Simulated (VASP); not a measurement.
```yaml
crystal:
  lattice:
    - [3.58970, 0.00000, 0.00000]
    - [0.00000, 3.58970, 0.00000]
    - [0.00000, 0.00000, 3.58970]
  atoms:
    - { symbol: Si, position: [0.00000, 0.00000, 0.00000] }
    - { symbol: Ni, position: [0.00000, 0.50000, 0.50000] }
    - { symbol: Ni, position: [0.50000, 0.00000, 0.50000] }
    - { symbol: Ni, position: [0.50000, 0.50000, 0.00000] }
```

All values below come from vdW-DF2, VASP's PBE PAW potentials (set 64) (plane waves; VASP 6.6.1). Numerical set-up: 520 eV cut-off, 10×10×10 Γ-centred mesh, tetrahedra with Blöchl corrections, potentials Si Ni.

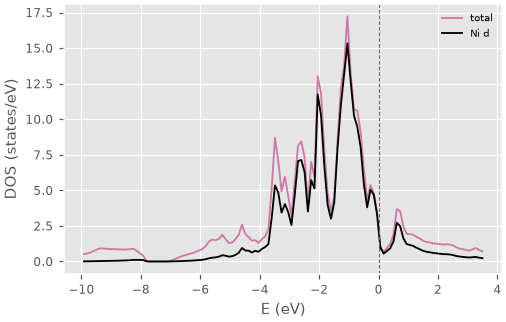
Fig. 1. Total and projected density of states, zero at the Fermi level

Within 2 eV below the Fermi level the largest weight inside VASP's projection spheres is Ni d.

It has no gap at this level: it comes out as a metal or semimetal.

The compound is Ni3Si in the L1_2 structure. It was relaxed first, which changed the volume by +7 %. The run is not spin-polarised, so no magnetic state was tried.
